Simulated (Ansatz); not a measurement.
The starting structures come from a database of crystals and need not be the phases stable at ambient conditions.

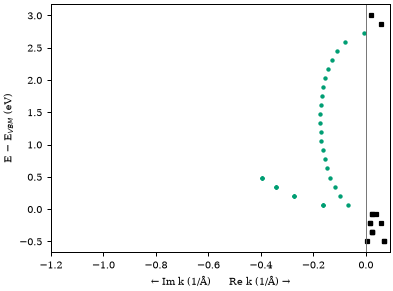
Complex bands at the centre of the two-dimensional zone; r2SCAN (Ansatz, a quantum-chemistry and plane-wave program)

No gap correction and no spin-orbit coupling; mid-gap is the computed energy nearest the middle.

Problem. This is ZnS (P3m1, 28 atoms a cell, 19.6 Å³ an atom) along the normal of (001). Read off the slowest decay at the centre of the two-dimensional zone at 1.33 eV, the computed energy nearest the middle of the gap.

Solution. κ ≈ 0.17 1/Å, a decay length 1/(2κ) of the density of 2.9 Å.
